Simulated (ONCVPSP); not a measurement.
Pseudopotential generation, with input and output: Pd

System: palladium (Pd, Z = 46), core [Ar] 3d10, reference valence 4s2 4p6 4d9 (an ion of charge +1), valence charge 18.
Method: ONCV potential, PW91, scalar-relativistic, made with ONCVPSP 4.0.1.

### Input
```
# ATOM AND REFERENCE CONFIGURATION
# atsym  z   nc   nv     iexc    psfile
  Pd 46.00    6    3  -109134      upf
#
#   n    l    f
    1    0    2.00
    2    0    2.00
    2    1    6.00
    3    0    2.00
    3    1    6.00
    3    2   10.00
    4    0    2.00
    4    1    6.00
    4    2    9.00
#
# PSEUDOPOTENTIAL AND OPTIMIZATION
# lmax
    2
#
#   l,   rc,      ep,       ncon, nbas, qcut
    0    1.35    0.00    4    7    9.20
    1    1.65    0.00    4    7    8.00
    2    1.40    0.00    4    8    7.90
#
# LOCAL POTENTIAL
# lloc, lpopt,  rc(5),   dvloc0
    4    5    1.10    2.00
#
# VANDERBILT-KLEINMAN-BYLANDER PROJECTORs
# l, nproj, debl
    0    1    2.80
    1    2    2.60
    2    2    3.60
#
# MODEL CORE CHARGE
# icmod, fcfact, rcfact
    3    5.50    1.55
#
# LOG DERIVATIVE ANALYSIS
# epsh1, epsh2, depsh
   -5.00    5.00    0.04
#
# OUTPUT GRID
# rlmax, drl
    6.00    0.01
#
# TEST CONFIGURATIONS
# ncnf
    4
# nvcnf
#   n    l    f
    3
    4    0    2.00
    4    1    6.00
    4    2   10.00
#
    3
    4    0    2.00
    4    1    6.00
    4    2    8.00
#
    3
    4    0    2.00
    4    1    6.00
    4    2    7.00
#
    4
    4    0    2.00
    4    1    6.00
    4    2    9.00
    5    1    1.00
#
```

Launched with:
```bash
oncvpsp.x < Pd.dat > Pd.out
```

### Log (extracts)
```
ONCVPSP  (Optimized Norm-Conservinng Vanderbilt PSeudopotential)
scalar-relativistic version 4.0.1

#   n    l    f        energy (Ha)
    1    0    2.00    -8.8863374E+02
    2    0    2.00    -1.3010192E+02
    2    1    6.00    -1.1669645E+02
    3    0    2.00    -2.3796971E+01
    3    1    6.00    -1.9390537E+01
    3    2   10.00    -1.2388443E+01
    4    0    2.00    -3.5560934E+00
    4    1    6.00    -2.2984975E+00
    4    2    9.00    -5.3978842E-01

Reference configufation results
  iterations    25
  all-electron total energy (Ha)   -5.04635879D+03

Begin loop to  construct optimized pseudo wave functions
and semi-local pseudopoentials for all angular momenta

Calculating optimized projector #   1

 for l=   0

    Fraction of norm inside rc  0.890289
    Optimizing pswf for qcut=   9.20 a_B^-1,  ecut=  42.36 Ha
    Residual kinetic energy error=  4.73D-06 Ha

    Energy error per electron        Cutoff
         Ha          eV             Ha
         0.01000     0.27211       25.48
         0.00100     0.02721       31.93
         0.00010     0.00272       36.69
         0.00001     0.00027       41.32

   Wellstate for l =  1  n =  6
     eigenvalue =   0.3015
     asymptotic potential =   0.8015
     half-point radius =  6.1790

Calculating optimized projector #   1

 for l=   1

    Fraction of norm inside rc  0.932748
    Optimizing pswf for qcut=   7.99 a_B^-1,  ecut=  31.93 Ha
    Residual kinetic energy error=  1.59D-07 Ha

    Energy error per electron        Cutoff
         Ha          eV             Ha
         0.01000     0.27211       14.12
         0.00100     0.02721       18.10
         0.00010     0.00272       21.34
         0.00001     0.00027       23.91

Calculating optimized projector #   2

 for l=   1

    Fraction of norm inside rc  0.042220
    Optimizing pswf for qcut=   7.99 a_B^-1,  ecut=  31.93 Ha
    Residual kinetic energy error=  1.52D-06 Ha

    Energy error per electron        Cutoff
         Ha          eV             Ha
         0.01000     0.27211       10.40
         0.00100     0.02721       14.37
         0.00010     0.00272       17.66
         0.00001     0.00027       21.03

   Wellstate for l =  2  n =  6
     eigenvalue =   3.0602
     asymptotic potential =   3.5602
     half-point radius =  2.8337

Calculating optimized projector #   1

 for l=   2

    Fraction of norm inside rc  0.545973
    Optimizing pswf for qcut=   7.89 a_B^-1,  ecut=  31.15 Ha
    Residual kinetic energy error=  2.64D-04 Ha

    Energy error per electron        Cutoff
         Ha          eV             Ha
         0.01000     0.27211       22.17
         0.00100     0.02721       27.92
         0.00010     0.00272       44.76
         0.00001     0.00027      113.70

Calculating optimized projector #   2

 for l=   2

    Fraction of norm inside rc  0.071483
    Optimizing pswf for qcut=   7.89 a_B^-1,  ecut=  31.15 Ha
    Residual kinetic energy error=  5.72D-04 Ha

    Energy error per electron        Cutoff
         Ha          eV             Ha
         0.01000     0.27211       23.22
         0.00100     0.02721       29.74
         0.00010     0.00272       45.15
         0.00001     0.00027      104.22

Construct Vanderbilt / Kleinmman-Bylander projectors

B matrix Hermiticity error, ll=   1
   1   2   -2.3660E-04

  Orthonormal projector coefficients  6.2153E+00  9.6807E-01

B matrix Hermiticity error, ll=   2
   1   2   -3.8827E-04

  Orthonormal projector coefficients  5.4143E+00  9.7647E-01

Model core correction analysis
  based on d2Exc/dn_idn_j

d2excae - all-electron derivatives

   -3.357437D-02   -2.998601D-02   -1.840803D-02
   -2.998616D-02   -2.804122D-02   -1.918559D-02
   -1.840821D-02   -1.918568D-02   -1.899979D-02

d2excps - pseudofunction derivatives with no core correction

   -3.812139D-02   -3.408462D-02   -2.018381D-02
   -3.408486D-02   -3.132504D-02   -2.035089D-02
   -2.018414D-02   -2.035102D-02   -1.987425D-02

rms 2nd derivative error    2.883761E-03

rmatch, rhocmatch    0.6323   22.8426

Teter function model core charge with specified parameters

d2excps - pseudofunction derivatives with core correction

   -2.790961D-02   -2.540528D-02   -1.695441D-02
   -2.540536D-02   -2.396604D-02   -1.769042D-02
   -1.695449D-02   -1.769043D-02   -1.873200D-02

rms 2nd derivative error    3.323865E-03

Pseudoatom total energy -128.596728

Diagnostic tests using Vanderbilt-Kleinman-Bylander pseudopotentials
  1 or more projectors used as specified by nproj input data

   l    rcore       rmatch      e in        delta e   norm test  slope test

   0   1.3516130   1.3926509  -3.5560934  -0.0000050   0.9999958   0.9999967

   1   1.6564705   1.7067645  -2.2984975   0.0000009   1.0001653   1.0001669
   1   1.6564705   1.7067645   0.3015025   0.0000272   1.0002607   1.0002607

   2   1.4010068   1.4435444  -0.5397884   0.0000132   1.0001059   1.0001516
   2   1.4010068   1.4435444   3.0602116   0.0001156   1.0003291   1.0003291

 Testing for bound ghosts
   n   l    E NL Schr. Eq   E Basis Diag.   E Cutoff

   1   0       -3.556098       -3.556090     70.04

   2   1       -2.298497       -2.298493     81.70

   3   2       -0.539775       -0.533005    175.30

 Testing for highly-localized positive-energy ghosts
       l    <radius>/rc     E Basis Diag.   E Cutoff

Test configuration 0

   n   l     f        eae           eps        diff
   1   0  2.0000 -888.63373749
   2   0  2.0000 -130.10191796
   2   1  6.0000 -116.69644753
   3   0  2.0000  -23.79697111
   3   1  6.0000  -19.39053690
   3   2 10.0000  -12.38844265
   4   0  2.0000   -3.55609343   -3.55609848   -5.05D-06
   4   1  6.0000   -2.29849745   -2.29849653    9.26D-07
   4   2  9.0000   -0.53978842   -0.53977520    1.32D-05

    Total energies and differences
      AE_ref= -5.04635879D+03  AE_tst= -5.04635879D+03  dif=  0.00D+00
      PS_ref= -1.28596728D+02  PS_tst= -1.28596728D+02  dif=  2.56D-13
      PSP excitation error= -2.56D-13

Test configuration 1

   n   l     f        eae           eps        diff
   1   0  2.0000 -888.21671973
   2   0  2.0000 -129.68277473
   2   1  6.0000 -116.27751504
   3   0  2.0000  -23.37740571
   3   1  6.0000  -18.97096898
   3   2 10.0000  -11.96878801
   4   0  2.0000   -3.13860628   -3.13888627   -2.80D-04
   4   1  6.0000   -1.88404393   -1.88423491   -1.91D-04
   4   2 10.0000   -0.15109564   -0.15106619    2.94D-05

    Total energies and differences
      AE_ref= -5.04635879D+03  AE_tst= -5.04669634D+03  dif= -3.38D-01
      PS_ref= -1.28596728D+02  PS_tst= -1.28934258D+02  dif= -3.38D-01
      PSP excitation error= -2.53D-05

Test configuration 2

   n   l     f        eae           eps        diff
   1   0  2.0000 -889.15080987
   2   0  2.0000 -130.62316838
   2   1  6.0000 -117.21739870
   3   0  2.0000  -24.31593414
   3   1  6.0000  -19.90950239
   3   2 10.0000  -12.90790245
   4   0  2.0000   -4.06333069   -4.06288977    4.41D-04
   4   1  6.0000   -2.79950796   -2.79936312    1.45D-04
   4   2  8.0000   -1.00706863   -1.00701999    4.86D-05

    Total energies and differences
      AE_ref= -5.04635879D+03  AE_tst= -5.04559092D+03  dif=  7.68D-01
      PS_ref= -1.28596728D+02  PS_tst= -1.27828826D+02  dif=  7.68D-01
      PSP excitation error= -2.91D-05

Test configuration 3

   n   l     f        eae           eps        diff
   1   0  2.0000 -889.74772810
   2   0  2.0000 -131.22607552
   2   1  6.0000 -117.81997936
   3   0  2.0000  -24.91278440
   3   1  6.0000  -20.50635436
   3   2 10.0000  -13.50575235
   4   0  2.0000   -4.63647272   -4.63530536    1.17D-03
   4   1  6.0000   -3.36354617   -3.36324558    3.01D-04
   4   2  7.0000   -1.53315929   -1.53283007    3.29D-04

    Total energies and differences
      AE_ref= -5.04635879D+03  AE_tst= -5.04432531D+03  dif=  2.03D+00
      PS_ref= -1.28596728D+02  PS_tst= -1.26563251D+02  dif=  2.03D+00
      PSP excitation error=  5.64D-06

Test configuration 4

   n   l     f        eae           eps        diff
   1   0  2.0000 -888.40946729
   2   0  2.0000 -129.87955856
   2   1  6.0000 -116.47392849
   3   0  2.0000  -23.57422883
   3   1  6.0000  -19.16779144
   3   2 10.0000  -12.16584714
   4   0  2.0000   -3.33184012   -3.33168293    1.57D-04
   4   1  6.0000   -2.07362497   -2.07353620    8.88D-05
   4   2  9.0000   -0.31557018   -0.31556299    7.19D-06
   5   1  1.0000   -0.06284777   -0.06284742    3.46D-07

    Total energies and differences
      AE_ref= -5.04635879D+03  AE_tst= -5.04650233D+03  dif= -1.44D-01
      PS_ref= -1.28596728D+02  PS_tst= -1.28740299D+02  dif= -1.44D-01
      PSP excitation error=  2.92D-05
```

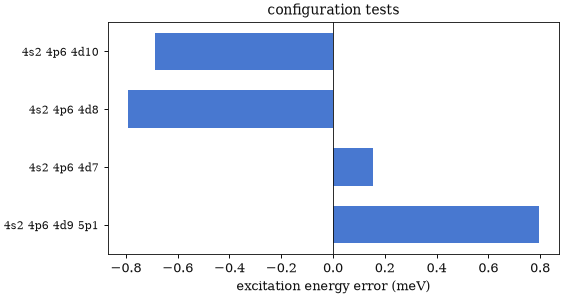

*Errors, all-electron minus pseudo, of the energies of valence configurations relative to the unpolarised reference 4s2 4p6 4d9.*

- Worst configuration: 4s2 4p6 4d9 5p1 (neutral): the error is +0.8 meV on an all-electron energy of -3.91 eV relative to the reference, or 0.02 %.
- Errors in meV: 4s2 4p6 4d10: -0.7; 4s2 4p6 4d8: -0.8; 4s2 4p6 4d7: +0.2; 4s2 4p6 4d9 5p1: +0.8.

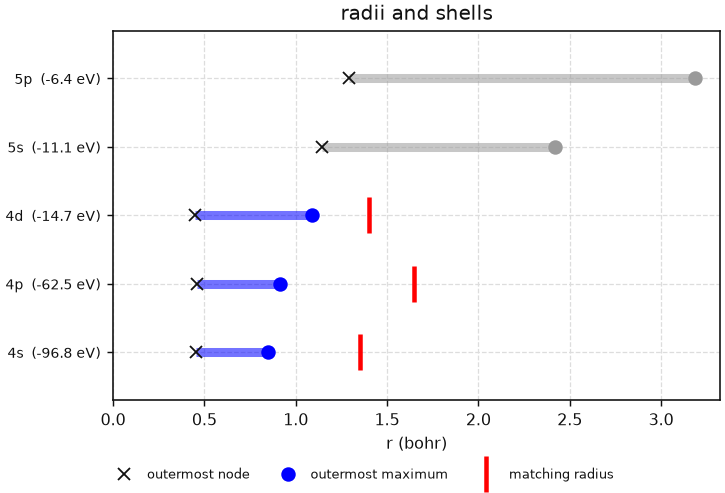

*Outer shells of the all-electron reference atom: each bar runs from the outermost node (or the nucleus) to the outermost maximum of u(r); the tick is the radius chosen for the pseudo-wave. Shells without a tick have no pseudo-wave of their own. Levels, nodes and maxima are from ld1.x, scalar-relativistic.*

- Radii against the shells: 4s: 1.35 bohr, outside the maximum; 4p: 1.65 bohr, outside the maximum; 4d: 1.40 bohr, outside the maximum.

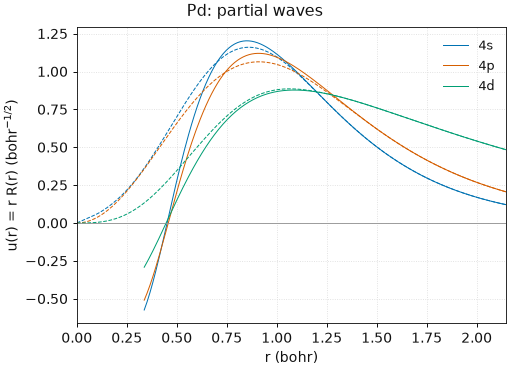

*Partial waves u(r) = r R(r), all-electron (solid) and pseudo (dashed). The innermost oscillations of some all-electron curves aren't drawn. Reference configuration 4s2 4p6 4d9.*

- Matching radii: 4s at 1.35 bohr; 4p at 1.65 bohr; 4d at 1.40 bohr. The curves merge smoothly, so the plot gives these only roughly.
- Nodes of the pseudo-waves: 4s has no node; 4p has no node; 4d has no node.

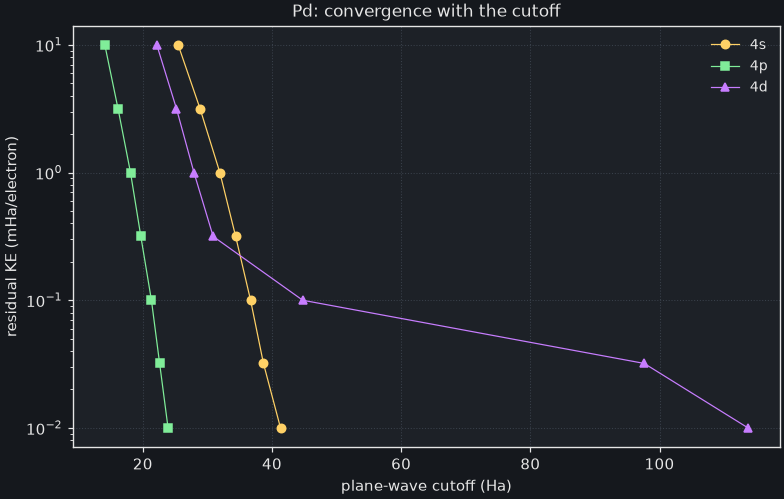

*Residual kinetic energy of the pseudo-waves (the first of each channel, and further valence shells) beyond the plane-wave cutoff, as the generator prints it.*

- Cutoffs for 1 mHa per electron: 4s: 32 Ha; 4d: 28 Ha; 4p: 18 Ha.
- Cutoffs for the occupied states: 32 Ha for 1 mHa and 45 Ha for 0.1 mHa per electron. The first is set by 4s.

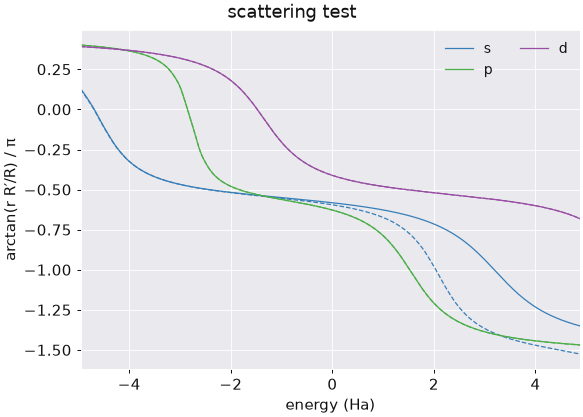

*Unwrapped phase arctan(r R′/R) in units of π against energy, all-electron (solid) and pseudo (dashed); the pseudo phase is matched to the all-electron one at the reference energy. Here R(r) is the radial function. Not drawn: f: not judged.*

- Poles, where the radial function vanishes at the test radius: s: all-electron at -2.4 Ha, pseudo at -2.4 and 4.5 Ha; p: all-electron at -1.8 Ha, pseudo at -1.8 Ha; d: all-electron at 1.5 Ha, pseudo at 1.5 Ha.
- Range over which the phases agree within 0.05 rad: s: up to about 0.2 Ha; p: over the whole range drawn; d: over the whole range drawn.

### Results in brief

- outcome: generated
- cutoffs needed: 32 Ha and 45 Ha (the cutoffs at which the residual kinetic energy of the hardest occupied pseudo-wave falls to 1 and 0.1 mHa per electron)
- ghost test: no bound ghost flagged; no localised positive-energy state flagged
- largest excitation error: +0.8 meV (all-electron minus pseudo) for 4s2 4p6 4d9 5p1, out of 4 test configurations
- rms error of d²Exc/dni dnj: 2.88 mHa without and 3.32 mHa with the model core
- range over which the phases arctan(r R′/R) at the test radius agree within 0.05 rad (a looser test near the poles than one of phase shifts): s: up to about 0.2 Ha; p: over the whole range computed; d: over the whole range computed; f: not judged, local potential alone
- hardware: 1 CPU thread, shared host
- wall time: 4.8 s
